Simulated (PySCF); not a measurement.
```json
{"atom": "C", "x (Å)": "-2.1843", "y (Å)": "-0.2316", "z (Å)": "1.3263"}
{"atom": "C", "x (Å)": "-1.4716", "y (Å)": "-0.4232", "z (Å)": "0.2624"}
{"atom": "C", "x (Å)": "-0.7314", "y (Å)": "-0.5990", "z (Å)": "-0.7926"}
{"atom": "C", "x (Å)": "-1.1662", "y (Å)": "-1.4973", "z (Å)": "-1.9221"}
{"atom": "Si", "x (Å)": "0.9313", "y (Å)": "0.2848", "z (Å)": "-0.9935"}
{"atom": "Cl", "x (Å)": "0.8163", "y (Å)": "1.4575", "z (Å)": "-2.6535"}
{"atom": "C", "x (Å)": "1.3495", "y (Å)": "1.3809", "z (Å)": "0.5020"}
{"atom": "C", "x (Å)": "1.5759", "y (Å)": "0.5838", "z (Å)": "1.7822"}
{"atom": "H", "x (Å)": "-2.9126", "y (Å)": "0.5613", "z (Å)": "1.3884"}
{"atom": "H", "x (Å)": "-2.0892", "y (Å)": "-0.8609", "z (Å)": "2.1975"}
{"atom": "H", "x (Å)": "-2.1336", "y (Å)": "-1.9477", "z (Å)": "-1.7130"}
{"atom": "H", "x (Å)": "-1.2337", "y (Å)": "-0.9232", "z (Å)": "-2.8447"}
{"atom": "H", "x (Å)": "-0.4322", "y (Å)": "-2.2874", "z (Å)": "-2.0728"}
{"atom": "H", "x (Å)": "1.9842", "y (Å)": "-0.7058", "z (Å)": "-1.2472"}
{"atom": "H", "x (Å)": "0.5454", "y (Å)": "2.0997", "z (Å)": "0.6714"}
{"atom": "H", "x (Å)": "2.2448", "y (Å)": "1.9670", "z (Å)": "0.2852"}
{"atom": "H", "x (Å)": "1.8142", "y (Å)": "1.2471", "z (Å)": "2.6117"}
{"atom": "H", "x (Å)": "0.6840", "y (Å)": "0.0188", "z (Å)": "2.0399"}
{"atom": "H", "x (Å)": "2.3993", "y (Å)": "-0.1154", "z (Å)": "1.6592"}
```

Geometry: GFN2-xTB.

Method: PBE0/pcSseg-1, SCF density, gas phase, non-relativistic (PySCF).

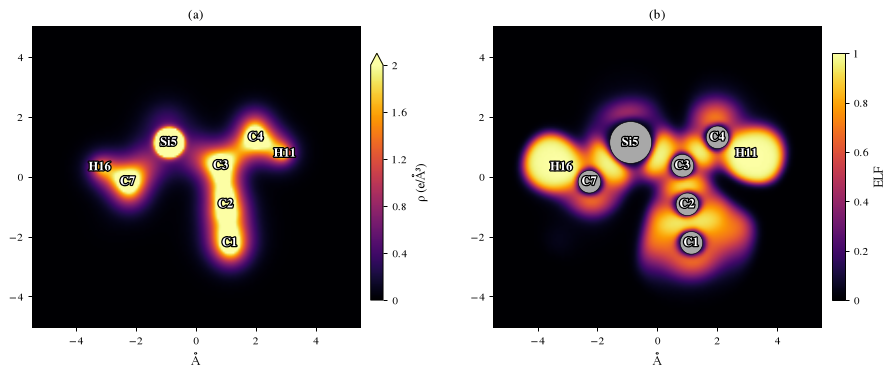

C6H11ClSi. (a) electron density; (b) electron localisation function on the plane of atoms C2, C3 and C4. Grey discs cover the atomic cores in the ELF map.

Interpret the plot.

Answer. Atoms in the plane: C, Si and H.
C–C (1.29 Å): the density is about 2.4 e/Å³ at the midpoint; the ELF peaks at about 0.90 between the atoms; a short, multiple covalent bond.
C–Si (1.89 Å): ρ at the midpoint is about 0.92 e/Å³; the ELF peaks at about 0.95 between the atoms: localised, covalent bonding.
C–H (1.09 Å): the density is about 2 e/Å³ at the midpoint; the ELF climbs to about 1 towards the hydrogen, as it does in any bond to H (an ordinary covalent bond to hydrogen).
